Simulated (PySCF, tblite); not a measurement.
# C₅H₉BO₃: geometry, infrared bands and NMR shifts

Aim: predict the infrared bands and NMR shifts of C₅H₉BO₃ (`COB(O)C1=COCC1`).

Programs: tblite 0.8.0 and PySCF 2.14.0, with density-fitted response routines of our own. Each step states its level of theory. These are calculated values for one molecule in the gas phase, unless marked as measured. Atoms are numbered from 0 throughout.

## (1) The starting structure

18 atoms, charge 0, multiplicity 1; geometry from: force field or distance geometry start.

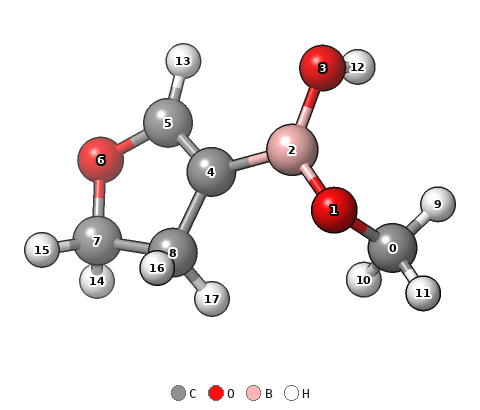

The starting geometry (carbon grey, oxygen red, boron pink, hydrogen white), atoms numbered.

## (2) Relaxing the molecule with GFN2-xTB

What the job is given:

```
{"job": {"kind": "relax", "xc": "GFN2-xTB", "basis": "xTB"}, "charge": 0, "multiplicity": 1}
C      2.706200    -0.203700     0.275200
O      1.757300    -0.845600     1.094400
B      0.674600     0.083700     1.406900
O      0.757300     0.968700     2.563400
C     -0.630400     0.089200     0.524700
C     -1.674500     0.876300     0.706800
O     -2.653600     0.642800    -0.232900
C     -2.256200    -0.380600    -1.125300
C     -0.856500    -0.802900    -0.655700
H      3.157900     0.671600     0.793500
H      2.243800     0.106000    -0.697000
H      3.510300    -0.918400     0.045600
H      1.166000     1.795800     2.241100
H     -1.752200     1.615400     1.492900
H     -2.236100     0.022100    -2.164100
H     -2.976200    -1.235400    -1.053000
H     -0.842400    -1.863000    -0.341800
H     -0.104200    -0.615700    -1.446400
```

Started as:

```sh
$ OMP_NUM_THREADS=1 python probes_run.py task.json out
```

The driver reads the jobs from task.json and runs them one after another.

**Question.** This job is followed by: GFN2-xTB harmonic vibrations, gas phase; GIAO PBE0/pcSseg-1 NMR shielding, non-relativistic, gas phase. Predict these results of the whole session: strongest single infrared mode (GFN2-xTB); zero-point energy (GFN2-xTB); 13C shifts against TMS (PBE0/pcSseg-1); 1H shifts against TMS (PBE0/pcSseg-1, means over atoms taken as alike); 17O shifts against H2O (PBE0/pcSseg-1); 11B shifts against BF3·OEt2 (PBE0/pcSseg-1).

**Answer**, as computed:

| quantity | value |
| --- | --- |
| strongest single infrared mode (GFN2-xTB) | 1118 cm⁻¹, 412 km/mol |
| zero-point energy (GFN2-xTB) | 88.1 kcal/mol |
| 13C shifts against TMS (PBE0/pcSseg-1) | 166.8, 108.6, 72.7, 50.6, 34.9 ppm |
| 1H shifts against TMS (PBE0/pcSseg-1, means over atoms taken as alike) | 6.85, 4.53, 3.84, 3.67, 2.85 ppm |
| 17O shifts against H2O (PBE0/pcSseg-1) | 159.7, 99.8, 89.1 ppm |
| 11B shifts against BF3·OEt2 (PBE0/pcSseg-1) | 25.0 ppm |

In words: Over 161 steps the energy fell by 1.456 eV; of the close pairs, B2–O3 changed most, 1.459 to 1.360 Å. All 48 modes are real, so the xTB geometry is a minimum. The strongest single mode, at 1118 cm⁻¹, is spread over many atoms; the largest shares are those of O6, C5. Unscaled tight-binding wavenumbers are off by several per cent, some by more. Its intensities can rank the bands wrongly. C5 (alkene carbon bearing oxygen) lies farthest downfield among carbon, at 166.8 ppm; an sp2 carbon further deshielded by the attached heteroatom. The most deshielded hydrogen is H13 (hydrogen on an alkene carbon bearing oxygen), at 6.85 ppm: olefinic region. At PBE0/pcSseg-1: Shielding is most anisotropic at O1 (span 207 ppm, paramagnetic term -153 ppm).
